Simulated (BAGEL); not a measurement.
**SiN2H6O (SMILES N[SiH](N)O): a chain of runs**

Aim: a single-point energy (HF/cc-pVDZ), then a single-point energy (NEVPT2(2,2)/cc-pVDZ), then the energy (CASPT2(2,2)/cc-pVDZ) of SiN2H6O. 

The results are computed with BAGEL 1.2.2.

## (1) The system as given

SiN2H6O: 10 atoms, total charge 0, spin state singlet. As SMILES, `N[SiH](N)O`. The N1–H5 distance was set to 2.316 Å, away from the relaxed value. At this shape a bond of the SMILES string is far longer than usual.

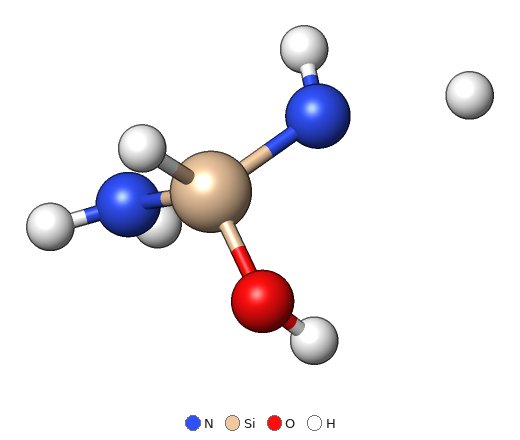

The structure, seen from a chosen angle (nitrogen blue, silicon light orange, oxygen red, hydrogen white).

## (2) A single-point energy at HF/cc-pVDZ (density fitting with svp-jkfit) (run 1)

Contents of job.json:

```json
{ "bagel": [

{
  "title": "molecule",
  "basis": "cc-pvdz.json",
  "df_basis": "svp-jkfit",
  "angstrom": true,
  "geometry": [
    { "atom": "N", "xyz": [   -0.976739,    0.148467,    0.593315 ] },
    { "atom": "Si", "xyz": [    0.291061,   -0.981333,    0.818215 ] },
    { "atom": "N", "xyz": [   -0.449839,   -2.316833,    1.578515 ] },
    { "atom": "O", "xyz": [    1.005461,   -1.185333,   -0.653085 ] },
    { "atom": "H", "xyz": [   -0.620700,    2.036300,   -0.700200 ] },
    { "atom": "H", "xyz": [   -1.614439,    0.338267,    1.349315 ] },
    { "atom": "H", "xyz": [    1.441461,   -0.607533,    1.675115 ] },
    { "atom": "H", "xyz": [   -1.324739,   -2.692033,    1.250815 ] },
    { "atom": "H", "xyz": [    0.101061,   -3.009933,    2.056415 ] },
    { "atom": "H", "xyz": [    0.419561,   -1.384433,   -1.385485 ] }
  ]
},
{ "title": "hf" },
{ "title": "print", "file": "orbitals.molden", "orbitals": true }

]}
```

The basis set cc-pVDZ is read from a file made from the Basis Set Exchange's data (not shown).

On the command line:

```sh
BAGEL_NUM_THREADS=1 BAGEL job.json > job.out
```

What it wrote:

```text
* using 1 threads per process

  ===============================================================
  ===============================================================

  *** Geometry ***

  { "atom" : "N", "xyz" : [     -1.845769,      0.280562,      1.121203 ] },
  { "atom" : "Si", "xyz" : [      0.550026,     -1.854451,      1.546202 ] },
  { "atom" : "N", "xyz" : [     -0.850073,     -4.378180,      2.982961 ] },
  { "atom" : "O", "xyz" : [      1.900046,     -2.239955,     -1.234152 ] },
  { "atom" : "H", "xyz" : [     -1.172953,      3.848049,     -1.323186 ] },
  { "atom" : "H", "xyz" : [     -3.050848,      0.639232,      2.549836 ] },
  { "atom" : "H", "xyz" : [      2.723967,     -1.148071,      3.165509 ] },
  { "atom" : "H", "xyz" : [     -2.503394,     -5.087205,      2.363698 ] },
  { "atom" : "H", "xyz" : [      0.190978,     -5.687949,      3.886061 ] },
  { "atom" : "H", "xyz" : [      0.792855,     -2.616199,     -2.618187 ] },

  Number of auxiliary basis functions:      467

  Since a DF basis is specified, we compute 2- and 3-index integrals:
    o Being stored without compression. Storage requirement is 0.030 GB

  Number of basis functions:       90
  Number of electrons      :       42

    * METHOD: MOLECULE                             0.24

  *** RHF ***

  === Nuclear Repulsion ===
   182.7399799875

      * DIIS with orbital gradients will be used.

  === RHF iteration (cc-pvdz.json) ===
      0       -475.43623343          0.02395902           0.07
      1       -475.52328983          0.02521323           0.06
      2       -476.02825048          0.00404904           0.06
      3       -476.04086759          0.00193084           0.06
      4       -476.04455999          0.00035131           0.06
      5       -476.04481263          0.00013748           0.06
      6       -476.04484904          0.00005895           0.06
      7       -476.04485740          0.00002771           0.06
      8       -476.04485964          0.00001923           0.06
      9       -476.04486128          0.00001426           0.06
     10       -476.04486288          0.00000901           0.06
     11       -476.04486354          0.00000415           0.06
     12       -476.04486363          0.00000202           0.06
     13       -476.04486364          0.00000110           0.06
     14       -476.04486364          0.00000037           0.06
     15       -476.04486364          0.00000017           0.06
     16       -476.04486364          0.00000007           0.06
     17       -476.04486364          0.00000003           0.06
     18       -476.04486364          0.00000002           0.06
     19       -476.04486364          0.00000001           0.06
    * SCF iteration converged.

    * Permanent dipole moment:
           (    0.806610,     0.444110,    -0.167174) a.u.

    * METHOD: HF                                   1.42

    * METHOD: PRINT                                0.02

  ===============================================================
```

It took 1.8 s on 1 thread of Arm Neoverse V1, shared host; peak memory 0.15 GiB.

## (3) A single-point energy at NEVPT2(2,2)/cc-pVDZ (density fitting with svp-jkfit) (run 2)

Contents of job.json:

```json
{ "bagel" : [

{
  "title" : "molecule",
  "basis" : "cc-pvdz.json",
  "df_basis" : "svp-jkfit",
  "angstrom" : "true",
  "geometry" : [
    { "atom" : "N", "xyz" : [      -0.976739,       0.148467,       0.593315 ] },
    { "atom" : "Si", "xyz" : [       0.291061,      -0.981333,       0.818215 ] },
    { "atom" : "N", "xyz" : [      -0.449839,      -2.316833,       1.578515 ] },
    { "atom" : "O", "xyz" : [       1.005461,      -1.185333,      -0.653085 ] },
    { "atom" : "H", "xyz" : [      -0.620700,       2.036300,      -0.700200 ] },
    { "atom" : "H", "xyz" : [      -1.614439,       0.338267,       1.349315 ] },
    { "atom" : "H", "xyz" : [       1.441461,      -0.607533,       1.675115 ] },
    { "atom" : "H", "xyz" : [      -1.324739,      -2.692033,       1.250815 ] },
    { "atom" : "H", "xyz" : [       0.101061,      -3.009933,       2.056415 ] },
    { "atom" : "H", "xyz" : [       0.419561,      -1.384433,      -1.385485 ] }
  ]
},

{ "title" : "hf" },

{ "title" : "casscf", "nstate" : 1, "nact" : 2, "nclosed" : 20, "active" : [21, 22], "maxiter" : 200, "natocc" : "true" },

{ "title" : "nevpt2", "nstate" : 1, "nact" : 2, "nclosed" : 20, "active" : [21, 22], "maxiter" : 200, "natocc" : "true", "ncore" : 8 },

{ "title" : "print", "file" : "orbitals.molden", "orbitals" : "true" }

]}
```

The basis set cc-pVDZ is read from a file made from the Basis Set Exchange's data (not shown).

On the command line:

```sh
BAGEL_NUM_THREADS=1 BAGEL job.json > job.out
```

What it wrote:

```text
* using 1 threads per process

  ===============================================================
  ===============================================================

  *** Geometry ***

  { "atom" : "N", "xyz" : [     -1.845769,      0.280562,      1.121203 ] },
  { "atom" : "Si", "xyz" : [      0.550026,     -1.854451,      1.546202 ] },
  { "atom" : "N", "xyz" : [     -0.850073,     -4.378180,      2.982961 ] },
  { "atom" : "O", "xyz" : [      1.900046,     -2.239955,     -1.234152 ] },
  { "atom" : "H", "xyz" : [     -1.172953,      3.848049,     -1.323186 ] },
  { "atom" : "H", "xyz" : [     -3.050848,      0.639232,      2.549836 ] },
  { "atom" : "H", "xyz" : [      2.723967,     -1.148071,      3.165509 ] },
  { "atom" : "H", "xyz" : [     -2.503394,     -5.087205,      2.363698 ] },
  { "atom" : "H", "xyz" : [      0.190978,     -5.687949,      3.886061 ] },
  { "atom" : "H", "xyz" : [      0.792855,     -2.616199,     -2.618187 ] },

  Number of auxiliary basis functions:      467

  Since a DF basis is specified, we compute 2- and 3-index integrals:
    o Being stored without compression. Storage requirement is 0.030 GB

  Number of basis functions:       90
  Number of electrons      :       42

    * METHOD: MOLECULE                             0.24

  *** RHF ***

  === Nuclear Repulsion ===
   182.7399799875

      * DIIS with orbital gradients will be used.

  === RHF iteration (cc-pvdz.json) ===
      0       -475.43623343          0.02395902           0.06
      1       -475.52328983          0.02521323           0.06
      2       -476.02825048          0.00404904           0.06
      3       -476.04086759          0.00193084           0.06
      4       -476.04455999          0.00035131           0.06
      5       -476.04481263          0.00013748           0.06
      6       -476.04484904          0.00005895           0.06
      7       -476.04485740          0.00002771           0.06
      8       -476.04485964          0.00001923           0.06
      9       -476.04486128          0.00001426           0.06
     10       -476.04486288          0.00000901           0.06
     11       -476.04486354          0.00000415           0.06
     12       -476.04486363          0.00000202           0.06
     13       -476.04486364          0.00000110           0.06
     14       -476.04486364          0.00000037           0.06
     15       -476.04486364          0.00000017           0.06
     16       -476.04486364          0.00000007           0.06
     17       -476.04486364          0.00000003           0.06
     18       -476.04486364          0.00000002           0.06
     19       -476.04486364          0.00000001           0.06
    * SCF iteration converged.

    * Permanent dipole moment:
           (    0.806610,     0.444110,    -0.167174) a.u.

    * METHOD: HF                                   1.36

  ---------------------------
      CASSCF calculation
  ---------------------------

    ==== Active orbitals : =====
         Orbital 21
         Orbital 22
    ============================

    * nstate   :      1
    * nclosed  :     20
    * nact     :      2
    * nvirt    :     68
  === CASSCF iteration (cc-pvdz.json) ===

    * Using the second-order algorithm

      0  0      -476.12086912     5.92e-03      0.02

      1  0      -476.15453923     1.40e-03      0.41

      2  0      -476.15582036     2.74e-04      0.40

      3  0      -476.15587512     8.49e-05      0.41

      4  0      -476.15588236     3.37e-05      0.41

      5  0      -476.15588351     1.38e-05      0.42

      6  0      -476.15588370     5.63e-06      0.41

      7  0      -476.15588373     2.31e-06      0.42

      8  0      -476.15588374     9.47e-07      0.40

      9  0      -476.15588374     3.88e-07      0.42

     10  0      -476.15588374     1.59e-07      0.42

     11  0      -476.15588374     6.53e-08      0.40

     12  0      -476.15588374     2.68e-08      0.36

     13  0      -476.15588374     1.10e-08      0.36

     14  0      -476.15588374     4.50e-09      0.32

    * Second-order optimization converged. *

     guess   0:   closed 1.                   open ..

  === FCI iteration ===

      0  0      -476.02767544     1.01e-01      0.00
      1  0      -476.15358193     1.54e-02      0.00
      2  0 *    -476.15588374     4.34e-16      0.00

     * ci vector, state   0, <S^2> = 0.0000
       2.     0.8446673159
       .2    -0.5352916265

    * METHOD: CASSCF                               5.73

    * freezing 8 orbitals

  === DF-NEVPT2 calculation ===

    * 3-index integral transformation done
    * assembly done

      NEVPT2 correlation energy:   -0.5923447635      0.23

          (+0)     -0.5349724879
          (+0)'    -0.0106093363
          (+1)     -0.0100872295
          (+1)'    -0.0000000000
          (+2)     -0.0001586813
          (-1)     -0.0359000967
          (-1)'     0.0000000000
          (-2)     -0.0006169319

      NEVPT2 total energy:       -476.7482285020

    * METHOD: NEVPT2                               0.36

    * METHOD: PRINT                                0.02

  ===============================================================
```

Wall time 8.1 s (1 thread of Arm Neoverse V1, shared host); peak memory 0.15 GiB.

## (4) A single-point energy at CASPT2(2,2)/cc-pVDZ (density fitting with svp-jkfit) (run 3)

job.json, as its differences from that of step 3:

```diff
@@ -6,3 +6,3 @@
   "df_basis" : "svp-jkfit",
-  "angstrom" : "true",
+  "angstrom" : true,
   "geometry" : [
@@ -23,7 +23,7 @@
 
-{ "title" : "casscf", "nstate" : 1, "nact" : 2, "nclosed" : 20, "active" : [21, 22], "maxiter" : 200, "natocc" : "true" },
+{ "title" : "casscf", "nstate" : 1, "nact" : 2, "nclosed" : 20, "active" : [21, 22], "maxiter" : 200, "natocc" : true },
 
-{ "title" : "nevpt2", "nstate" : 1, "nact" : 2, "nclosed" : 20, "active" : [21, 22], "maxiter" : 200, "natocc" : "true", "ncore" : 8 },
+{ "title" : "print", "file" : "orbitals.molden", "orbitals" : true },
 
-{ "title" : "print", "file" : "orbitals.molden", "orbitals" : "true" }
+{ "title" : "smith", "method" : "caspt2", "ms" : true, "xms" : true, "sssr" : true, "shift" : 0.2, "shift_imag" : true, "ncore" : 8 }
```

The basis set cc-pVDZ is read from a file made from the Basis Set Exchange's data (not shown).

On the command line:

```sh
BAGEL_NUM_THREADS=1 BAGEL job.json > job.out
```

What it wrote:

```text
* using 1 threads per process

  ===============================================================
  ===============================================================

  *** Geometry ***

  { "atom" : "N", "xyz" : [     -1.845769,      0.280562,      1.121203 ] },
  { "atom" : "Si", "xyz" : [      0.550026,     -1.854451,      1.546202 ] },
  { "atom" : "N", "xyz" : [     -0.850073,     -4.378180,      2.982961 ] },
  { "atom" : "O", "xyz" : [      1.900046,     -2.239955,     -1.234152 ] },
  { "atom" : "H", "xyz" : [     -1.172953,      3.848049,     -1.323186 ] },
  { "atom" : "H", "xyz" : [     -3.050848,      0.639232,      2.549836 ] },
  { "atom" : "H", "xyz" : [      2.723967,     -1.148071,      3.165509 ] },
  { "atom" : "H", "xyz" : [     -2.503394,     -5.087205,      2.363698 ] },
  { "atom" : "H", "xyz" : [      0.190978,     -5.687949,      3.886061 ] },
  { "atom" : "H", "xyz" : [      0.792855,     -2.616199,     -2.618187 ] },

  Number of auxiliary basis functions:      467

  Since a DF basis is specified, we compute 2- and 3-index integrals:
    o Being stored without compression. Storage requirement is 0.030 GB

  Number of basis functions:       90
  Number of electrons      :       42

    * METHOD: MOLECULE                             0.24

  *** RHF ***

  === Nuclear Repulsion ===
   182.7399799875

      * DIIS with orbital gradients will be used.

  === RHF iteration (cc-pvdz.json) ===
      0       -475.43623343          0.02395902           0.07
      1       -475.52328983          0.02521323           0.06
      2       -476.02825048          0.00404904           0.06
      3       -476.04086759          0.00193084           0.06
      4       -476.04455999          0.00035131           0.06
      5       -476.04481263          0.00013748           0.06
      6       -476.04484904          0.00005895           0.06
      7       -476.04485740          0.00002771           0.06
      8       -476.04485964          0.00001923           0.06
      9       -476.04486128          0.00001426           0.06
     10       -476.04486288          0.00000901           0.06
     11       -476.04486354          0.00000415           0.06
     12       -476.04486363          0.00000202           0.06
     13       -476.04486364          0.00000110           0.06
     14       -476.04486364          0.00000037           0.06
     15       -476.04486364          0.00000017           0.06
     16       -476.04486364          0.00000007           0.06
     17       -476.04486364          0.00000003           0.06
     18       -476.04486364          0.00000002           0.06
     19       -476.04486364          0.00000001           0.06
    * SCF iteration converged.

    * Permanent dipole moment:
           (    0.806610,     0.444110,    -0.167174) a.u.

    * METHOD: HF                                   1.44

  ---------------------------
      CASSCF calculation
  ---------------------------

    ==== Active orbitals : =====
         Orbital 21
         Orbital 22
    ============================

    * nstate   :      1
    * nclosed  :     20
    * nact     :      2
    * nvirt    :     68
  === CASSCF iteration (cc-pvdz.json) ===

    * Using the second-order algorithm

      0  0      -476.12086912     5.92e-03      0.02

      1  0      -476.15453923     1.40e-03      0.42

      2  0      -476.15582036     2.74e-04      0.41

      3  0      -476.15587512     8.49e-05      0.43

      4  0      -476.15588236     3.37e-05      0.42

      5  0      -476.15588351     1.38e-05      0.43

      6  0      -476.15588370     5.63e-06      0.42

      7  0      -476.15588373     2.31e-06      0.43

      8  0      -476.15588374     9.47e-07      0.41

      9  0      -476.15588374     3.88e-07      0.44

     10  0      -476.15588374     1.59e-07      0.42

     11  0      -476.15588374     6.53e-08      0.40

     12  0      -476.15588374     2.68e-08      0.37

     13  0      -476.15588374     1.10e-08      0.36

     14  0      -476.15588374     4.50e-09      0.33

    * Second-order optimization converged. *

     guess   0:   closed 1.                   open ..

  === FCI iteration ===

      0  0      -476.02767544     1.01e-01      0.00
      1  0      -476.15358193     1.54e-02      0.00
      2  0 *    -476.15588374     4.34e-16      0.00

     * ci vector, state   0, <S^2> = 0.0000
       2.     0.8446673159
       .2    -0.5352916265

    * METHOD: CASSCF                               5.89

    * METHOD: PRINT                                0.02

  === SMITH program ===

    * freezing 8 orbitals

    * Approximate memory requirement for SMITH calulation per MPI process:
      o Storage requirement for T-amplitude, lambda, and residual is 0.03 GB
      o Storage requirement for MO integrals is 0.01 GB
    * Calculating and saving rdm4f

    * Zeroth order energy : state  0       -0.4290827581

    * CASPT2 iteration is performed using orthogonal basis

      -------------------------------------------  CASPT2 iteration  ---------------------------------------------------
       #      aibj      arbs      arbi      airj      risj      airs      arst      rist         Etot      error   time
      ------------------------------------------------------------------------------------------------------------------

       0  -0.53302  -0.00081  -0.03905  -0.01121  -0.00024  -0.01095  -0.00000  -0.00000   -0.5952821  0.0004815   0.12
       1  -0.53304  -0.00081  -0.03910  -0.01123  -0.00025  -0.01100  -0.00000  -0.00000   -0.5954243  0.0000437   0.10
       2  -0.53304  -0.00081  -0.03910  -0.01123  -0.00025  -0.01100  -0.00000  -0.00000   -0.5954258  0.0000061   0.11
       3  -0.53304  -0.00081  -0.03910  -0.01123  -0.00025  -0.01100  -0.00000  -0.00000   -0.5954258  0.0000012   0.11
       4  -0.53304  -0.00081  -0.03910  -0.01123  -0.00025  -0.01100   0.00000  -0.00000   -0.5954258  0.0000001   0.11

      ------------------------------------------------------------------------------------------------------------------

    * CASPT2 energy : state  0     -476.7539155357
        w/o shift correction       -476.7513095401
        reference weight              0.8467834526

    * METHOD: SMITH                                0.83

  ===============================================================
```

It took 8.7 s on 1 thread of Arm Neoverse V1, shared host; peak memory 0.22 GiB.

## (5) Summary of results

| quantity | value |
| --- | --- |
| run 1, HF/cc-pVDZ: total energy | -476.04486 Eh |
| run 1, HF/cc-pVDZ: dipole moment | 2.38 D |
| run 1, HF/cc-pVDZ: HOMO energy | -9.73 eV |
| run 1, HF/cc-pVDZ: LUMO energy | -0.97 eV |
| run 1, HF/cc-pVDZ: HOMO–LUMO gap | 8.76 eV |
| run 2, NEVPT2(2,2)/cc-pVDZ: total energy | -476.74823 Eh |
| run 3, CASPT2(2,2)/cc-pVDZ: total energy | -476.75392 Eh |

In words: One bond (run 1, HF/cc-pVDZ) is far stretched, which a spin-restricted single reference describes badly; a broken-symmetry solution may lie lower.
